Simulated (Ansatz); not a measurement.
One crystal and one scan (energy against volume) at two levels, PBE (plane waves to 420 eV, PAW, scalar-relativistic; Ansatz, a program for electronic structure) and r2SCAN (plane waves to 500 eV, PAW, scalar-relativistic; Ansatz), each from its own relaxed cell and on its own mesh. The cell shown is that of PBE.

ZrO2 (fluorite)

```
CELL_PARAMETERS angstrom
      0.00000     2.55794     2.55794
      2.55794     0.00000     2.55794
      2.55794     2.55794     0.00000
ATOMIC_POSITIONS crystal
  Zr 0.00000 0.00000 0.00000
  O  0.25000 0.25000 0.25000
  O  0.75000 0.75000 0.75000
```

The volume is varied about the relaxed value V₀ at fixed cell shape. Symmetry pins the atoms to their sites.

The energy includes the smearing's −TS. This is a high-temperature form of ZrO2. ZrO2 is run without spin polarisation. ZrO2 was relaxed with its symmetry unable to fall. Percentages come from the unrounded values.

| quantity | PBE | r2SCAN | PBE − r2SCAN |
|---|---|---|---|
| Lattice constant a (Å) | 5.116 | 5.089 | +0.027 (+0.5 %) |
| Bulk modulus B₀ (third-order Birch-Murnaghan fit) (GPa) | 235.9 | 257.0 | -21.1 (-8.2 %) |
| Pressure derivative B₀′ (fit) | 4.2 | 4.2 | 0.0 |

PBE gives the higher value for: lattice constant a. PBE gives the lower value for: bulk modulus B₀. They agree on: pressure derivative B₀′ (within 1.5 %). For the lattice constant a the reference is 5.0902 Å (measured at or taken to low temperature; as given in Xinyuan Zhao, David Vanderbilt, Physical review. B, Condensed matter (2002), arXiv:cond-mat/0108491): r2SCAN lies nearer. For the bulk modulus B₀ the reference is 248 GPa (measured, room temperature or unstated; yttria-stabilised, extrapolated to no yttrium; as given in Hyeondeok Shin, Anouar Benali, Ye Luo et al., Physical Review Materials (2018), arXiv:1708.09424): it holds thermal shifts, so no verdict is drawn. 

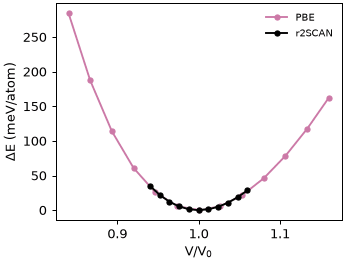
ΔE, each from the relaxed starting cell of its own level.

(A scan under strain: stresses follow from slopes of the energy per volume, elastic moduli from its curvatures.)
